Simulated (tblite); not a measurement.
# Geometry relaxation, with input and output: C2H8OP2Si2 (part 2 of 2)

The same run, continued: C2H8OP2Si2; GFN2-xTB geometry optimisation, gas phase (tblite 0.8.0). It belongs to a series of runs on one base structure; here: H on Si replaced by COCH3.

Geometry of the input (Å):
```
C  2.8240  -0.5656  0.0783
C  1.4044  -0.5968  0.5974
O  1.1221  -1.2645  1.5903
Si 0.1613  0.3984  -0.3015
P  -1.4327  -0.8203  -1.2252
Si -2.8841  0.3348  -0.0532
P  -1.2948  1.4526  1.0095
H  2.7873  -0.0921  -0.9391
H  3.2409  -1.5971  0.0262
H  3.4642  0.0003  0.7820
H  0.6933  1.3346  -1.2700
H  -1.3620  -2.2393  -0.9367
H  -3.6968  -0.4507  0.9054
H  -3.6506  1.2354  -0.9259
H  -1.3809  2.8783  0.6407
```

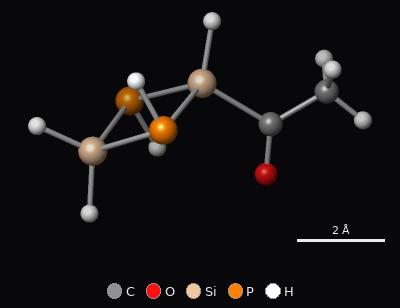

Figure 1. The geometry at step 110 of the log (ball-and-stick view, seen at a tilt).

Trajectory as extended XYZ, continued
```
15
Properties=species:S:1:pos:R:3:forces:R:3 step=55 energy=-568.42834
C     2.7969   -0.6179    0.0919    0.0030   0.0100  -0.0050
C     1.3523   -0.6660    0.4778    0.0120  -0.0250   0.0510
O     0.9079   -1.4624    1.2693   -0.0390  -0.0150   0.0130
Si    0.1221    0.5454   -0.3650    0.0540   0.0510   0.0270
P    -1.4065   -0.7642   -1.4067   -0.0570  -0.0150  -0.0130
Si   -2.8279    0.3129   -0.0072   -0.0430   0.0020   0.0230
P    -1.2683    1.4683    1.1735    0.0200  -0.0430  -0.0240
H     2.8924   -0.3987   -0.9672    0.0300  -0.0050  -0.0060
H     3.2951   -1.5527    0.3408    0.0120   0.0190   0.0050
H     3.2627    0.1899    0.6543    0.0120   0.0250  -0.0240
H     0.7743    1.4893   -1.2854   -0.0250  -0.0490   0.0190
H    -1.1884   -1.8320   -0.5524   -0.0210   0.0280  -0.0360
H    -3.6059   -0.5422    0.8870    0.0280  -0.0060  -0.0290
H    -3.6861    1.1819   -0.8157    0.0120  -0.0020   0.0240
H    -1.4248    2.6564    0.4831    0.0020   0.0250  -0.0260
15
Properties=species:S:1:pos:R:3:forces:R:3 step=66 energy=-568.44496
C     2.7796   -0.5962    0.1325    0.0490  -0.0130   0.0180
C     1.3280   -0.7279    0.4703    0.0380   0.0340   0.0030
O     0.8801   -1.5820    1.1960    0.0150   0.0200  -0.0260
Si    0.1306    0.5187   -0.3673   -0.0040   0.0420   0.0380
P    -1.4483   -0.6735   -1.4639   -0.0350  -0.0680  -0.0090
Si   -2.8205    0.3190    0.0412    0.0010   0.0540  -0.0080
P    -1.2277    1.4990    1.1661   -0.0200  -0.0620  -0.0250
H     2.8961   -0.5836   -0.9479   -0.0170  -0.0320  -0.0300
H     3.3603   -1.4052    0.5648    0.0370  -0.0720   0.0240
H     3.1489    0.3541    0.5095   -0.0390   0.0540   0.0360
H     0.8370    1.4556   -1.2507   -0.0100  -0.0170  -0.0070
H    -1.2440   -1.8159   -0.7096   -0.0050   0.0260  -0.0360
H    -3.5329   -0.6068    0.9213    0.0530   0.0500  -0.0120
H    -3.7265    1.1943   -0.7042   -0.0250   0.0020   0.0370
H    -1.3651    2.6584    0.4200   -0.0380  -0.0180  -0.0020
15
Properties=species:S:1:pos:R:3:forces:R:3 step=77 energy=-568.45150
C     2.7886   -0.5874    0.1533    0.0110  -0.0130   0.0060
C     1.3344   -0.7455    0.4709    0.0000  -0.0020   0.0120
O     0.8894   -1.6151    1.1795    0.0140   0.0250  -0.0240
Si    0.1327    0.5004   -0.3677   -0.0070  -0.0070  -0.0020
P    -1.4676   -0.6392   -1.4977   -0.0200   0.0080  -0.0090
Si   -2.8214    0.3360    0.0391    0.0060  -0.0140  -0.0010
P    -1.2204    1.4940    1.1597   -0.0010   0.0060  -0.0150
H     2.9138   -0.6607   -0.9251    0.0140   0.0080   0.0040
H     3.3909   -1.3452    0.6488   -0.0050  -0.0090   0.0180
H     3.1110    0.4055    0.4598   -0.0030  -0.0110  -0.0040
H     0.8501    1.4283   -1.2502    0.0020   0.0120  -0.0120
H    -1.2873   -1.8118   -0.7876   -0.0070   0.0070  -0.0010
H    -3.4791   -0.6092    0.9350   -0.0100  -0.0100   0.0170
H    -3.7736    1.2162   -0.6378    0.0000  -0.0070  -0.0010
H    -1.3658    2.6415    0.3980    0.0060   0.0070   0.0120
15
Properties=species:S:1:pos:R:3:forces:R:3 step=88 energy=-568.45336
C     2.7965   -0.5870    0.1682    0.0030  -0.0110   0.0100
C     1.3339   -0.7466    0.4477   -0.0040  -0.0050   0.0120
O     0.8785   -1.6243    1.1396   -0.0120   0.0100  -0.0140
Si    0.1321    0.5029   -0.3905    0.0090  -0.0010  -0.0110
P    -1.4873   -0.6187   -1.5149   -0.0050   0.0010   0.0120
Si   -2.8243    0.3308    0.0520   -0.0010   0.0020   0.0020
P    -1.2107    1.4933    1.1501    0.0130  -0.0010   0.0160
H     2.9603   -0.7113   -0.9005   -0.0100   0.0320   0.0020
H     3.3850   -1.3209    0.7145   -0.0080  -0.0010   0.0170
H     3.1040    0.4197    0.4424    0.0010  -0.0100  -0.0170
H     0.8517    1.4364   -1.2664   -0.0040   0.0000  -0.0100
H    -1.3048   -1.8000   -0.8213    0.0080  -0.0090  -0.0060
H    -3.4601   -0.6173    0.9637    0.0100   0.0060  -0.0130
H    -3.7959    1.2019   -0.6094   -0.0010  -0.0030   0.0090
H    -1.3634    2.6492    0.4030    0.0010  -0.0100  -0.0080
15
Properties=species:S:1:pos:R:3:forces:R:3 step=99 energy=-568.45489
C     2.7890   -0.5844    0.1948    0.0040  -0.0040  -0.0070
C     1.3176   -0.7452    0.4187    0.0060  -0.0030  -0.0160
O     0.8341   -1.6396    1.0692   -0.0030  -0.0070   0.0150
Si    0.1368    0.5176   -0.4257   -0.0020  -0.0100  -0.0120
P    -1.4968   -0.6043   -1.5277   -0.0180  -0.0020   0.0020
Si   -2.8085    0.3227    0.0734   -0.0080   0.0020   0.0010
P    -1.1809    1.4930    1.1441    0.0050   0.0050   0.0080
H     2.9894   -0.7533   -0.8619    0.0010   0.0090   0.0000
H     3.3596   -1.2929    0.7916   -0.0080   0.0040   0.0000
H     3.0849    0.4349    0.4298   -0.0050  -0.0020   0.0130
H     0.8483    1.4504   -1.3084    0.0060  -0.0060   0.0040
H    -1.2944   -1.7935   -0.8530    0.0080   0.0070  -0.0040
H    -3.4242   -0.6339    0.9889    0.0190  -0.0050   0.0020
H    -3.8056    1.1909   -0.5532    0.0080   0.0040  -0.0030
H    -1.3538    2.6456    0.3975   -0.0120   0.0090  -0.0040
15
Properties=species:S:1:pos:R:3:forces:R:3 step=110 energy=-568.45614
C     2.7762   -0.5801    0.2166   -0.0060   0.0170  -0.0060
C     1.2992   -0.7502    0.3938    0.0210  -0.0120  -0.0140
O     0.8029   -1.6487    1.0292   -0.0110  -0.0070   0.0070
Si    0.1335    0.5166   -0.4654    0.0150   0.0130  -0.0040
P    -1.5207   -0.5896   -1.5473    0.0010   0.0090   0.0030
Si   -2.7924    0.3176    0.0978    0.0020  -0.0090  -0.0080
P    -1.1487    1.4978    1.1312    0.0010  -0.0020  -0.0010
H     3.0169   -0.7647   -0.8292   -0.0090   0.0010   0.0070
H     3.3307   -1.2714    0.8470    0.0020  -0.0140  -0.0050
H     3.0540    0.4457    0.4440   -0.0010   0.0080   0.0140
H     0.8543    1.4413   -1.3481    0.0070  -0.0010   0.0030
H    -1.2888   -1.7863   -0.8972   -0.0160  -0.0050   0.0030
H    -3.3663   -0.6574    1.0201   -0.0010   0.0050   0.0030
H    -3.8023    1.1909   -0.5009   -0.0080  -0.0130   0.0080
H    -1.3526    2.6464    0.3865    0.0020   0.0090  -0.0090
15
Properties=species:S:1:pos:R:3:forces:R:3 step=121 energy=-568.45905
C     2.7382   -0.5680    0.2872    0.0280   0.0710   0.0100
C     1.2562   -0.7550    0.3350   -0.0190   0.0420  -0.0480
O     0.7157   -1.6585    0.9246   -0.0530  -0.0720   0.0370
Si    0.1476    0.5237   -0.5829    0.0070  -0.0040  -0.0050
P    -1.5713   -0.5537   -1.5891   -0.0310   0.0320  -0.0140
Si   -2.7395    0.2987    0.1612    0.0260  -0.0380  -0.0260
P    -1.0550    1.5323    1.0565   -0.0120   0.0250   0.0600
H     3.0589   -0.6693   -0.7476    0.0350  -0.0010   0.0070
H     3.2468   -1.2984    0.9118    0.0240  -0.0180  -0.0150
H     2.9818    0.4414    0.6152   -0.0050  -0.0360  -0.0150
H     0.8986    1.4012   -1.4898   -0.0190  -0.0150   0.0330
H    -1.3190   -1.7777   -1.0033    0.0200  -0.0070   0.0150
H    -3.1916   -0.7077    1.1171    0.0060   0.0170   0.0110
H    -3.8325    1.1349   -0.3321   -0.0190   0.0010  -0.0050
H    -1.3394    2.6641    0.3142    0.0120   0.0050  -0.0460
15
Properties=species:S:1:pos:R:3:forces:R:3 step=132 energy=-568.46526
C     2.7008   -0.5651    0.3398    0.0150   0.0210  -0.0080
C     1.2204   -0.7831    0.2870    0.0300  -0.0200  -0.0080
O     0.6595   -1.7146    0.8127    0.0070  -0.0150  -0.0140
Si    0.1523    0.5258   -0.6364    0.0120   0.0290   0.0120
P    -1.6054   -0.5066   -1.6120   -0.0240  -0.0260   0.0110
Si   -2.7008    0.2915    0.2097    0.0280   0.0020   0.0200
P    -1.0099    1.6095    0.9871   -0.0240  -0.0110  -0.0110
H     3.0922   -0.5474   -0.6769   -0.0280   0.0130   0.0500
H     3.2018   -1.3412    0.9160   -0.0390   0.0150  -0.0110
H     2.8850    0.4106    0.7873    0.0260  -0.0310  -0.0210
H     0.9332    1.3676   -1.5489    0.0050   0.0060   0.0200
H    -1.3134   -1.7439   -1.0727   -0.0320  -0.0120  -0.0100
H    -3.0203   -0.7237    1.2104    0.0210   0.0140  -0.0030
H    -3.8871    1.0548   -0.1808    0.0320   0.0040  -0.0160
H    -1.3126    2.6737    0.1560   -0.0290   0.0110  -0.0100
15
Properties=species:S:1:pos:R:3:forces:R:3 step=143 energy=-568.46937
C     2.6615   -0.5657    0.3923   -0.0020  -0.0060   0.0000
C     1.1929   -0.7962    0.2318   -0.0060   0.0250  -0.0120
O     0.6181   -1.7644    0.6677   -0.0330  -0.0530   0.0110
Si    0.1572    0.5455   -0.6867    0.0110  -0.0140  -0.0150
P    -1.6284   -0.4886   -1.6123   -0.0200   0.0250  -0.0170
Si   -2.6490    0.2808    0.2620    0.0700   0.0190  -0.0270
P    -0.9768    1.6882    0.9122   -0.0260   0.0070   0.0140
H     3.1094   -0.4308   -0.5876    0.0220   0.0140  -0.0590
H     3.1399   -1.3940    0.9091   -0.0030  -0.0150   0.0260
H     2.8033    0.3549    0.9520    0.0220   0.0440   0.0310
H     0.9564    1.3637   -1.6038    0.0050  -0.0030   0.0070
H    -1.3186   -1.7408   -1.1252   -0.0070  -0.0200   0.0170
H    -2.8403   -0.7194    1.3044   -0.0090  -0.0320   0.0360
H    -3.8854    0.9858   -0.0670   -0.0180   0.0200  -0.0120
H    -1.3447    2.6892    0.0291   -0.0050  -0.0100   0.0010
15
Properties=species:S:1:pos:R:3:forces:R:3 step=154 energy=-568.47035
C     2.6599   -0.5598    0.3976   -0.0020   0.0020   0.0020
C     1.1932   -0.8027    0.2264   -0.0010   0.0010  -0.0030
O     0.6250   -1.7824    0.6466    0.0010   0.0010  -0.0040
Si    0.1566    0.5404   -0.6881    0.0020  -0.0010   0.0010
P    -1.6357   -0.4787   -1.6187   -0.0040  -0.0030   0.0030
Si   -2.6439    0.2812    0.2655    0.0000  -0.0030  -0.0030
P    -0.9726    1.6845    0.9166    0.0020   0.0020  -0.0010
H     3.1176   -0.4670   -0.5850   -0.0010   0.0000   0.0000
H     3.1307   -1.3680    0.9532    0.0040   0.0040   0.0000
H     2.7997    0.3846    0.9196   -0.0010  -0.0030   0.0010
H     0.9625    1.3638   -1.5947    0.0010  -0.0040   0.0010
H    -1.3354   -1.7373   -1.1382    0.0000   0.0030   0.0010
H    -2.8374   -0.7270    1.3036   -0.0010   0.0030  -0.0010
H    -3.8788    0.9947   -0.0577    0.0000   0.0010  -0.0010
H    -1.3457    2.6817    0.0314    0.0020  -0.0030   0.0030
```

Key numbers

```tsv
quantity	value
outcome	converged
total energy	−568.4703 eV
hardware	1 CPU thread, shared host
wall time	2.6 s
peak memory	0.18 GiB
```
